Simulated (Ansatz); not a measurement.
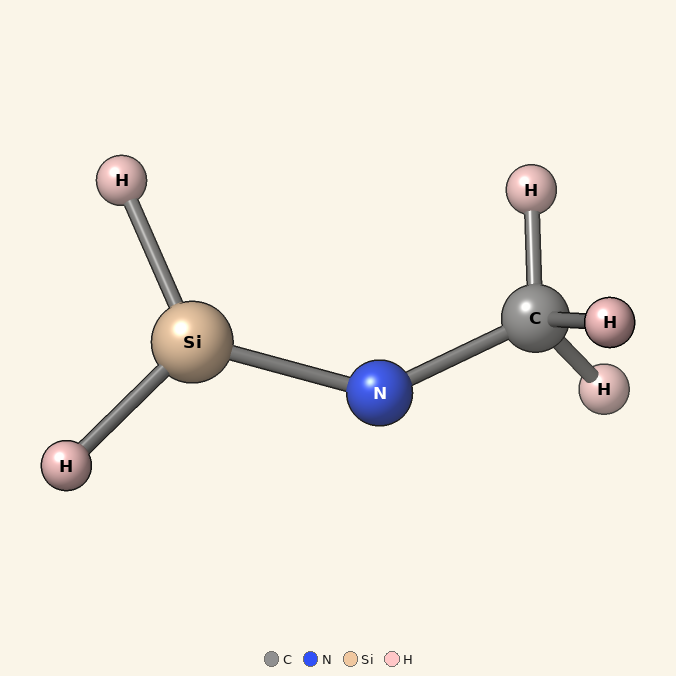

Depth is shown by fading: the farther an atom, the more it takes the colour of the background. The computed structure is the end point of a PBE0-D4/def2-TZVP optimisation. No frequency run is at hand to confirm it as a minimum.

> List the symmetry elements and name the point group.

It has 1 mirror plane, so the point group is Cs. The group has 2 operations. The geometry is achiral, and symmetry allows a dipole moment.
